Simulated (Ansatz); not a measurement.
Consider F2H2Si3.

```xyz
7

F    -2.2555   -0.9590    1.2476
F    -0.2767   -1.0708   -0.4048
Si   -0.6763   -1.3110    1.1679
Si    0.2705    0.0832    2.8390
Si    1.2109    0.8543    0.9854
H    -0.5008   -2.7688    1.3948
H     1.7322   -0.3264    2.1007
```

Geometry: PBE0-D3(BJ)/def2-SVP.

Method: Ansatz 0.2.0, isolated molecule in a Gaussian basis; Kohn-Sham density functional theory, functional PBE0.

What can the converged electron density and electron localisation function tell about the bonding?

Si–F (1.64 Å): the density is about 1.1 e/Å³ at the midpoint; the ELF peaks at about 0.85 in the valence shell of F, 0.6 Å from its nucleus, and is about 0.45 at the midpoint.
Si–Si (2.22 Å): ρ is about 0.63 e/Å³ halfway; the ELF peaks at about 0.80 between the atoms, as expected for localised, covalent bonding.
Si–Si (2.37 Å): ρ is about 0.55 e/Å³ halfway; the ELF peaks at about 0.95 between the atoms; a shared electron pair.

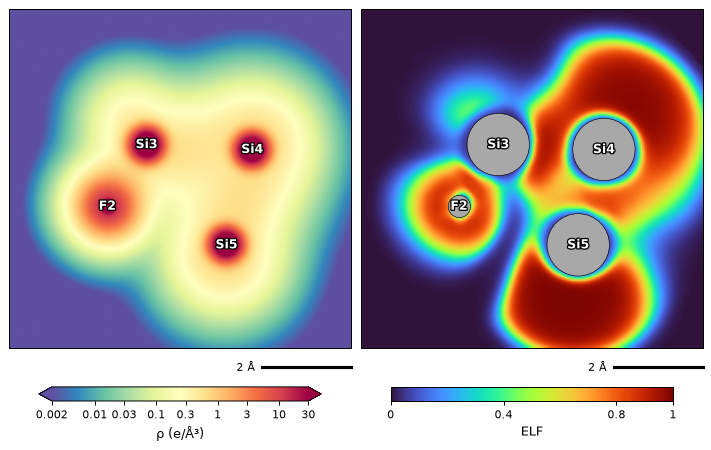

Computed electron density and electron localisation function on the plane of atoms F2, Si3 and Si4, in this order. Grey discs cover the atomic cores in the ELF map. 
